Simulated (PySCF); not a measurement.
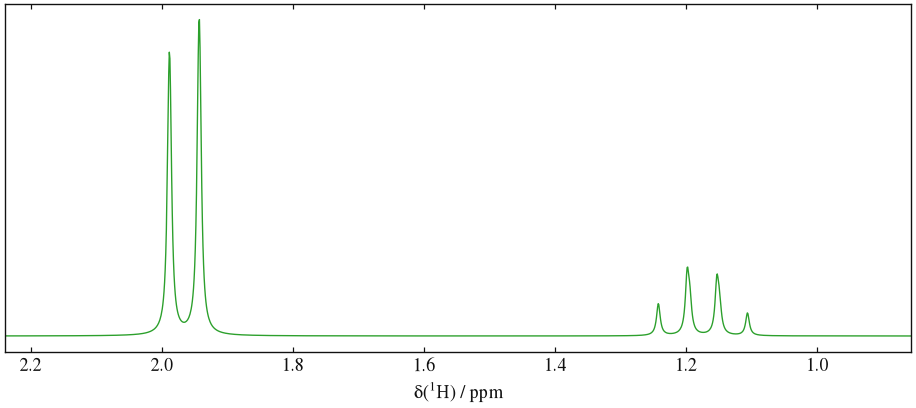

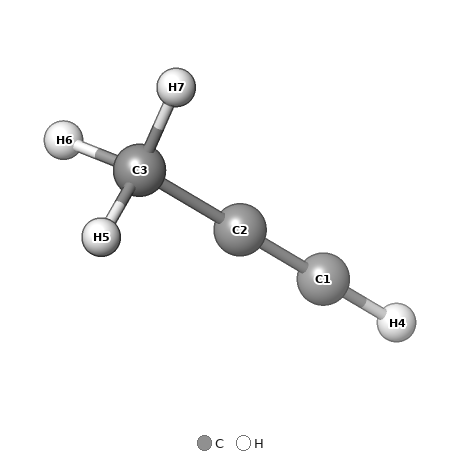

C₃H₄ (propyne), SMILES C#CC. Simulated ¹H spectrum at 90 MHz, line width 0.6 Hz, from GIAO shifts (PBE0/pcSseg-1, against TMS) and couplings (B3LYP/pcJ-1), PySCF, at a GFN2-xTB geometry (no frequency check). Gas phase, values of one conformer, averaged over methyl-type rotors and exact or near symmetry; couplings among ¹H are treated exactly, other nuclei are left out.

Assign the signals.

| δ (ppm) | nuclei | atoms |
| --- | --- | --- |
| 1.96 | 3 | H5, H6, H7 |
| 1.18 | 1 | H4 |

Give the coupling constants used.

```
         pair  J (Hz)
H5/H6/H7 – H4    −4.1
```

Not listed: couplings under 0.5 Hz, those between magnetically equivalent nuclei.

Limits of at least one run: the tight-binding geometry is rougher than a DFT one and adds to the error.
